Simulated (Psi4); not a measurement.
SiH4O: molecular dynamics (part 2 of 2)

Continued. System: SiH4O (Si(OH)H3). Method: BP86/cc-pVDZ, RKS (Psi4 1.11). The geometry comes from this level: GFN2-xTB.

Geometry of the input (Å):
```
Si -0.0599  -0.1150  -0.4079
O  -0.0595  -0.0919  1.2171
H  0.3273  0.6209  1.7173
H  1.3132  -0.1128  -0.9169
H  -0.7604  1.0584  -0.9332
H  -0.7606  -1.3597  -0.6764
```

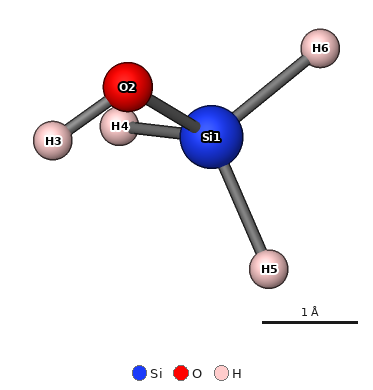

The geometry at step 24 of the log (ball-and-stick view, seen at a tilt; atoms are numbered from 1 in the order of the input).

**Trajectory as extended XYZ, continued**
```
6
Properties=species:S:1:pos:R:3:forces:R:3 step=7 energy=-9990.84311
Si   -0.0818   -0.1066   -0.3928    1.7328   0.3618  -3.2828
O    -0.0346   -0.1073    1.2055   -0.2294   0.0340   3.5621
H     0.4137    0.6280    1.6596   -0.0172  -0.0378  -0.0121
H     1.4266   -0.1447   -0.8864   -0.9724   0.1162  -0.0130
H    -0.7784    1.0795   -0.9955   -0.0827   0.1567  -0.0854
H    -0.7305   -1.3436   -0.8211   -0.4303  -0.6316  -0.1682
6
Properties=species:S:1:pos:R:3:forces:R:3 step=8 energy=-9990.82571
Si   -0.0844   -0.1053   -0.3916    1.7165   0.2703  -3.5682
O    -0.0314   -0.1099    1.2056    0.0034   0.4486   3.8536
H     0.4301    0.6360    1.6557   -0.2818  -0.4665  -0.2641
H     1.4375   -0.1486   -0.8833   -1.1008   0.1394   0.0187
H    -0.7832    1.0860   -1.0069   -0.0038   0.0336   0.0127
H    -0.7313   -1.3497   -0.8449   -0.3325  -0.4259  -0.0522
6
Properties=species:S:1:pos:R:3:forces:R:3 step=9 energy=-9990.80234
Si   -0.0869   -0.1039   -0.3906    1.6657   0.1632  -3.8117
O    -0.0282   -0.1125    1.2062    0.1914   0.7790   4.0442
H     0.4458    0.6428    1.6513   -0.5000  -0.8094  -0.4528
H     1.4457   -0.1522   -0.8801   -1.1960   0.1608   0.0402
H    -0.7880    1.0927   -1.0183    0.0703  -0.0843   0.1088
H    -0.7329   -1.3567   -0.8689   -0.2303  -0.2095   0.0718
6
Properties=species:S:1:pos:R:3:forces:R:3 step=10 energy=-9990.77791
Si   -0.0892   -0.1026   -0.3900    1.5907   0.0480  -4.0038
O    -0.0250   -0.1149    1.2075    0.3199   1.0070   4.1226
H     0.4603    0.6477    1.6457   -0.6569  -1.0471  -0.5688
H     1.4510   -0.1554   -0.8768   -1.2595   0.1802   0.0523
H    -0.7926    1.0991   -1.0294    0.1372  -0.1923   0.2002
H    -0.7351   -1.3642   -0.8926   -0.1304   0.0043   0.1983
6
Properties=species:S:1:pos:R:3:forces:R:3 step=11 energy=-9990.75755
Si   -0.0914   -0.1012   -0.3897    1.4995  -0.0690  -4.1377
O    -0.0217   -0.1172    1.2094    0.3816   1.1267   4.0876
H     0.4732    0.6501    1.6388   -0.7448  -1.1724  -0.6113
H     1.4533   -0.1582   -0.8735   -1.2925   0.1974   0.0556
H    -0.7969    1.1051   -1.0400    0.1950  -0.2873   0.2847
H    -0.7376   -1.3717   -0.9159   -0.0379   0.2049   0.3220
6
Properties=species:S:1:pos:R:3:forces:R:3 step=12 energy=-9990.74505
Si   -0.0934   -0.0998   -0.3898    1.3972  -0.1833  -4.2091
O    -0.0184   -0.1193    1.2119    0.3727   1.1376   3.9440
H     0.4844    0.6496    1.6304   -0.7602  -1.1843  -0.5836
H     1.4526   -0.1605   -0.8699   -1.2956   0.2123   0.0506
H    -0.8007    1.1104   -1.0500    0.2427  -0.3666   0.3603
H    -0.7402   -1.3788   -0.9384    0.0437   0.3850   0.4389
6
Properties=species:S:1:pos:R:3:forces:R:3 step=13 energy=-9990.74193
Si   -0.0953   -0.0985   -0.3903    1.2866  -0.2916  -4.2166
O    -0.0150   -0.1212    1.2150    0.2911   1.0410   3.7001
H     0.4938    0.6464    1.6206   -0.7007  -1.0841  -0.4913
H     1.4487   -0.1623   -0.8663   -1.2688   0.2249   0.0374
H    -0.8040    1.1148   -1.0590    0.2795  -0.4289   0.4259
H    -0.7426   -1.3849   -0.9599    0.1127   0.5396   0.5456
6
Properties=species:S:1:pos:R:3:forces:R:3 step=14 energy=-9990.74729
Si   -0.0972   -0.0971   -0.3911    1.1683  -0.3918  -4.1609
O    -0.0116   -0.1230    1.2186    0.1358   0.8400   3.3674
H     0.5014    0.6405    1.6097   -0.5656  -0.8752  -0.3417
H     1.4418   -0.1636   -0.8626   -1.2114   0.2350   0.0160
H    -0.8065    1.1182   -1.0671    0.3051  -0.4733   0.4804
H    -0.7449   -1.3897   -0.9800    0.1679   0.6664   0.6401
6
Properties=species:S:1:pos:R:3:forces:R:3 step=15 energy=-9990.75820
Si   -0.0989   -0.0958   -0.3923    1.0418  -0.4825  -4.0447
O    -0.0081   -0.1247    1.2228   -0.0903   0.5429   2.9613
H     0.5077    0.6326    1.5979   -0.3581  -0.5665  -0.1454
H     1.4320   -0.1643   -0.8588   -1.1222   0.2425  -0.0140
H    -0.8084    1.1204   -1.0740    0.3195  -0.4993   0.5232
H    -0.7467   -1.3929   -0.9986    0.2092   0.7642   0.7208
6
Properties=species:S:1:pos:R:3:forces:R:3 step=16 energy=-9990.77084
Si   -0.1005   -0.0946   -0.3938    0.9056  -0.5625  -3.8718
O    -0.0047   -0.1263    1.2274   -0.3765   0.1684   2.5037
H     0.5132    0.6233    1.5858   -0.0890  -0.1780   0.0813
H     1.4195   -0.1645   -0.8551   -0.9995   0.2472  -0.0529
H    -0.8095    1.1215   -1.0797    0.3224  -0.5067   0.5540
H    -0.7480   -1.3943   -1.0155    0.2367   0.8331   0.7868
6
Properties=species:S:1:pos:R:3:forces:R:3 step=17 energy=-9990.78213
Si   -0.1021   -0.0934   -0.3956    0.7579  -0.6310  -3.6468
O    -0.0013   -0.1278    1.2324   -0.6993  -0.2473   2.0240
H     0.5184    0.6136    1.5738    0.2179   0.2528   0.3147
H     1.4046   -0.1640   -0.8515   -0.8417   0.2490  -0.1010
H    -0.8098    1.1213   -1.0840    0.3138  -0.4953   0.5722
H    -0.7487   -1.3937   -1.0306    0.2508   0.8734   0.8378
6
Properties=species:S:1:pos:R:3:forces:R:3 step=18 energy=-9990.79124
Si   -0.1035   -0.0922   -0.3978    0.5978  -0.6866  -3.3744
O     0.0019   -0.1294    1.2376   -1.0196  -0.6481   1.5586
H     0.5242    0.6044    1.5627    0.5230   0.6681   0.5241
H     1.3877   -0.1629   -0.8481   -0.6478   0.2478  -0.1587
H    -0.8093    1.1200   -1.0870    0.2939  -0.4651   0.5777
H    -0.7488   -1.3910   -1.0436    0.2519   0.8854   0.8733
6
Properties=species:S:1:pos:R:3:forces:R:3 step=19 energy=-9990.80002
Si   -0.1050   -0.0911   -0.4002    0.4254  -0.7284  -3.0592
O     0.0051   -0.1311    1.2432   -1.2854  -0.9633   1.1448
H     0.5312    0.5969    1.5527    0.7738   0.9961   0.6772
H     1.3693   -0.1613   -0.8451   -0.4179   0.2436  -0.2259
H    -0.8082    1.1176   -1.0886    0.2629  -0.4161   0.5703
H    -0.7484   -1.3862   -1.0545    0.2400   0.8695   0.8930
6
Properties=species:S:1:pos:R:3:forces:R:3 step=20 energy=-9990.81143
Si   -0.1064   -0.0901   -0.4029    0.2435  -0.7550  -2.7057
O     0.0080   -0.1329    1.2488   -1.4437  -1.1259   0.8120
H     0.5401    0.5918    1.5444    0.9173   1.1687   0.7489
H     1.3498   -0.1590   -0.8427   -0.1547   0.2367  -0.3018
H    -0.8064    1.1141   -1.0888    0.2209  -0.3488   0.5502
H    -0.7473   -1.3793   -1.0633    0.2154   0.8257   0.8964
6
Properties=species:S:1:pos:R:3:forces:R:3 step=21 energy=-9990.82686
Si   -0.1077   -0.0891   -0.4059    0.0575  -0.7656  -2.3186
O     0.0107   -0.1349    1.2547   -1.4595  -1.0971   0.5714
H     0.5512    0.5894    1.5379    0.9184   1.1465   0.7308
H     1.3300   -0.1562   -0.8410    0.1357   0.2274  -0.3848
H    -0.8041    1.1098   -1.0877    0.1684  -0.2636   0.5178
H    -0.7458   -1.3704   -1.0699    0.1779   0.7539   0.8833
6
Properties=species:S:1:pos:R:3:forces:R:3 step=22 energy=-9990.84410
Si   -0.1091   -0.0882   -0.4090   -0.1231  -0.7595  -1.9033
O     0.0132   -0.1371    1.2606   -1.3296  -0.8827   0.4128
H     0.5644    0.5898    1.5332    0.7744   0.9355   0.6349
H     1.3105   -0.1529   -0.8402    0.4430   0.2163  -0.4719
H    -0.8014    1.1049   -1.0854    0.1063  -0.1620   0.4740
H    -0.7438   -1.3598   -1.0745    0.1274   0.6539   0.8531
6
Properties=species:S:1:pos:R:3:forces:R:3 step=23 energy=-9990.85799
Si   -0.1105   -0.0874   -0.4124   -0.2850  -0.7362  -1.4663
O     0.0155   -0.1394    1.2665   -1.0839  -0.5307   0.3098
H     0.5795    0.5924    1.5299    0.5153   0.5840   0.4887
H     1.2921   -0.1490   -0.8405    0.7521   0.2042  -0.5587
H    -0.7984    1.0996   -1.0819    0.0357  -0.0457   0.4204
H    -0.7415   -1.3475   -1.0769    0.0640   0.5259   0.8058
6
Properties=species:S:1:pos:R:3:forces:R:3 step=24 energy=-9990.86333
Si   -0.1119   -0.0866   -0.4158   -0.4116  -0.6953  -1.0162
O     0.0176   -0.1418    1.2725   -0.7718  -0.1108   0.2310
H     0.5959    0.5965    1.5278    0.1915   0.1626   0.3240
H     1.2754   -0.1447   -0.8422    1.0436   0.1922  -0.6394
H    -0.7953    1.0942   -1.0775   -0.0414   0.0822   0.3588
H    -0.7390   -1.3340   -1.0775   -0.0120   0.3705   0.7414
6
Properties=species:S:1:pos:R:3:forces:R:3 step=25 energy=-9990.85784
Si   -0.1133   -0.0859   -0.4193   -0.4845  -0.6363  -0.5632
O     0.0196   -0.1442    1.2786   -0.4449   0.3093   0.1495
H     0.6127    0.6009    1.5266   -0.1446  -0.2597   0.1680
H     1.2613   -0.1399   -0.8454    1.2949   0.1813  -0.7074
H    -0.7924    1.0890   -1.0721   -0.1225   0.2175   0.2921
H    -0.7366   -1.3197   -1.0763   -0.0999   0.1894   0.6606
6
Properties=species:S:1:pos:R:3:forces:R:3 step=26 energy=-9990.84323
Si   -0.1148   -0.0853   -0.4229   -0.4869  -0.5591  -0.1194
O     0.0216   -0.1465    1.2846   -0.1447   0.6791   0.0478
H     0.6292    0.6047    1.5257   -0.4509  -0.6314   0.0385
H     1.2503   -0.1346   -0.8503    1.4837   0.1722  -0.7557
H    -0.7897    1.0843   -1.0661   -0.2044   0.3549   0.2235
H    -0.7345   -1.3048   -1.0735   -0.1980  -0.0140   0.5650
6
Properties=species:S:1:pos:R:3:forces:R:3 step=27 energy=-9990.82421
Si   -0.1163   -0.0847   -0.4265   -0.4072  -0.4636   0.3026
O     0.0235   -0.1488    1.2907    0.1017   0.9684  -0.0826
H     0.6446    0.6070    1.5248   -0.6998  -0.9216  -0.0559
H     1.2428   -0.1290   -0.8570    1.5911   0.1651  -0.7784
H    -0.7876    1.0804   -1.0596   -0.2831   0.4878   0.1567
H    -0.7328   -1.2900   -1.0693   -0.3038  -0.2342   0.4574
6
Properties=species:S:1:pos:R:3:forces:R:3 step=28 energy=-9990.80652
Si   -0.1179   -0.0841   -0.4300   -0.2424  -0.3508   0.6900
O     0.0254   -0.1509    1.2967    0.2791   1.1632  -0.2436
H     0.6583    0.6071    1.5239   -0.8756  -1.1155  -0.1127
H     1.2391   -0.1229   -0.8655    1.6058   0.1594  -0.7715
H    -0.7861    1.0778   -1.0526   -0.3545   0.6085   0.0957
H    -0.7318   -1.2758   -1.0641   -0.4133  -0.4629   0.3422
6
Properties=species:S:1:pos:R:3:forces:R:3 step=29 energy=-9990.79498
Si   -0.1195   -0.0836   -0.4335   -0.0010  -0.2234   1.0314
O     0.0274   -0.1528    1.3028    0.3800   1.2593  -0.4334
H     0.6699    0.6045    1.5227   -0.9706  -1.2085  -0.1332
H     1.2393   -0.1165   -0.8759    1.5260   0.1540  -0.7339
H    -0.7854    1.0765   -1.0455   -0.4141   0.7092   0.0442
H    -0.7318   -1.2627   -1.0580   -0.5211  -0.6890   0.2253
6
Properties=species:S:1:pos:R:3:forces:R:3 step=30 energy=-9990.79225
Si   -0.1211   -0.0830   -0.4370    0.2980  -0.0865   1.3175
O     0.0295   -0.1546    1.3087    0.4001   1.2567  -0.6489
H     0.6792    0.5990    1.5212   -0.9808  -1.2007  -0.1199
H     1.2431   -0.1097   -0.8881    1.3602   0.1480  -0.6676
H    -0.7858    1.0770   -1.0382   -0.4578   0.7824   0.0056
H    -0.7331   -1.2512   -1.0514   -0.6204  -0.8986   0.1140
6
Properties=species:S:1:pos:R:3:forces:R:3 step=31 energy=-9990.79837
Si   -0.1226   -0.0825   -0.4403    0.6272   0.0523   1.5422
O     0.0316   -0.1561    1.3146    0.3369   1.1573  -0.8861
H     0.6861    0.5906    1.5194   -0.9039  -1.0939  -0.0760
H     1.2502   -0.1025   -0.9019    1.1251   0.1400  -0.5774
H    -0.7872    1.0794   -1.0309   -0.4822   0.8221  -0.0180
H    -0.7358   -1.2419   -1.0446   -0.7034  -1.0766   0.0163
6
Properties=species:S:1:pos:R:3:forces:R:3 step=32 energy=-9990.81103
Si   -0.1241   -0.0820   -0.4434    0.9555   0.1834   1.7023
O     0.0337   -0.1575    1.3203    0.1889   0.9643  -1.1408
H     0.6909    0.5797    1.5174   -0.7389  -0.8920  -0.0052
H     1.2599   -0.0950   -0.9170    0.8420   0.1288  -0.4695
H    -0.7898    1.0837   -1.0237   -0.4854   0.8243  -0.0256
H    -0.7403   -1.2351   -1.0377   -0.7621  -1.2080  -0.0604
6
Properties=species:S:1:pos:R:3:forces:R:3 step=33 energy=-9990.82611
Si   -0.1255   -0.0815   -0.4464    1.2537   0.2964   1.7987
O     0.0359   -0.1587    1.3259   -0.0416   0.6854  -1.4075
H     0.6939    0.5666    1.5153   -0.4889  -0.6030   0.0881
H     1.2717   -0.0872   -0.9333    0.5339   0.1139  -0.3510
H    -0.7936    1.0900   -1.0165   -0.4671   0.7879  -0.0176
H    -0.7465   -1.2312   -1.0309   -0.7899  -1.2801  -0.1101
6
Properties=species:S:1:pos:R:3:forces:R:3 step=34 energy=-9990.83896
Si   -0.1268   -0.0809   -0.4493    1.4984   0.3826   1.8360
O     0.0381   -0.1599    1.3312   -0.3440   0.3367  -1.6787
H     0.6957    0.5520    1.5136   -0.1653  -0.2440   0.1972
H     1.2848   -0.0792   -0.9504    0.2216   0.0955  -0.2285
H    -0.7984    1.0981   -1.0093   -0.4286   0.7144   0.0040
H    -0.7547   -1.2304   -1.0244   -0.7821  -1.2850  -0.1296
6
Properties=species:S:1:pos:R:3:forces:R:3 step=35 energy=-9990.84565
Si   -0.1280   -0.0803   -0.4520    1.6749   0.4365   1.8228
O     0.0402   -0.1609    1.3363   -0.6935  -0.0513  -1.9439
H     0.6972    0.5369    1.5122    0.2066   0.1538   0.3122
H     1.2984   -0.0709   -0.9680   -0.0782   0.0738  -0.1079
H    -0.8043    1.1080   -1.0022   -0.3726   0.6084   0.0364
H    -0.7647   -1.2327   -1.0182   -0.7372  -1.2212  -0.1192
6
Properties=species:S:1:pos:R:3:forces:R:3 step=36 energy=-9990.84459
Si   -0.1290   -0.0797   -0.4546    1.7779   0.4570   1.7703
O     0.0422   -0.1620    1.3411   -1.0474  -0.4310  -2.1891
H     0.6991    0.5221    1.5116    0.5832   0.5420   0.4198
H     1.3118   -0.0624   -0.9859   -0.3535   0.0493   0.0062
H    -0.8111    1.1194   -0.9950   -0.3026   0.4764   0.0755
H    -0.7764   -1.2379   -1.0123   -0.6573  -1.0941  -0.0824
6
Properties=species:S:1:pos:R:3:forces:R:3 step=37 energy=-9990.83715
Si   -0.1299   -0.0791   -0.4570    1.8102   0.4470   1.6915
O     0.0441   -0.1632    1.3455   -1.3472  -0.7423  -2.3981
H     0.7025    0.5087    1.5121    0.9049   0.8599   0.5042
H     1.3243   -0.0538   -1.0038   -0.5967   0.0229   0.1105
H    -0.8186    1.1318   -0.9875   -0.2232   0.3263   0.1176
H    -0.7898   -1.2457   -1.0066   -0.5477  -0.9144  -0.0254
6
Properties=species:S:1:pos:R:3:forces:R:3 step=38 energy=-9990.82690
Si   -0.1307   -0.0784   -0.4592    1.7806   0.4129   1.5999
O     0.0457   -0.1644    1.3497   -1.5301  -0.9259  -2.5560
H     0.7080    0.4973    1.5137    1.1082   1.0475   0.5505
H     1.3354   -0.0452   -1.0215   -0.8039  -0.0046   0.2029
H    -0.8267    1.1451   -0.9799   -0.1389   0.1664   0.1590
H    -0.8045   -1.2557   -1.0009   -0.4157  -0.6970   0.0439
6
Properties=species:S:1:pos:R:3:forces:R:3 step=39 energy=-9990.81719
Si   -0.1312   -0.0776   -0.4613    1.7010   0.3623   1.5074
O     0.0471   -0.1658    1.3534   -1.5494  -0.9438  -2.6532
H     0.7161    0.4884    1.5167    1.1463   1.0668   0.5492
H     1.3446   -0.0365   -1.0386   -0.9739  -0.0325   0.2825
H    -0.8351    1.1588   -0.9718   -0.0538   0.0044   0.1966
H    -0.8201   -1.2674   -0.9952   -0.2700  -0.4578   0.1178
6
Properties=species:S:1:pos:R:3:forces:R:3 step=40 energy=-9990.80875
Si   -0.1317   -0.0768   -0.4633    1.5839   0.3030   1.4239
O     0.0483   -0.1674    1.3567   -1.3934  -0.7952  -2.6895
H     0.7270    0.4820    1.5209    1.0072   0.9169   0.4992
H     1.3515   -0.0280   -1.0551   -1.1071  -0.0601   0.3489
H    -0.8436    1.1724   -0.9632    0.0284  -0.1529   0.2283
H    -0.8364   -1.2802   -0.9891   -0.1189  -0.2122   0.1895
```

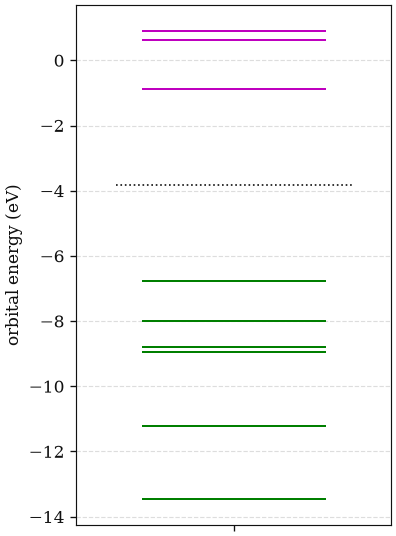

Orbital energies near the frontier; the dotted line parts filled from empty levels, and levels within 0.02 eV of each other stand side by side. Highest filled −6.77 eV, lowest empty −0.88 eV, 5.89 eV apart.

**Key numbers**

```tsv
quantity	value
outcome	finished
trajectory	41 frames kept
potential energy (last step)	−367.155449 hartree
basis functions (last step)	52
HOMO (last step)	−6.77 eV
LUMO (last step)	−0.88 eV
dipole moment (last step)	1.20 D
wall time	3 min
peak memory	1.1 GiB
```
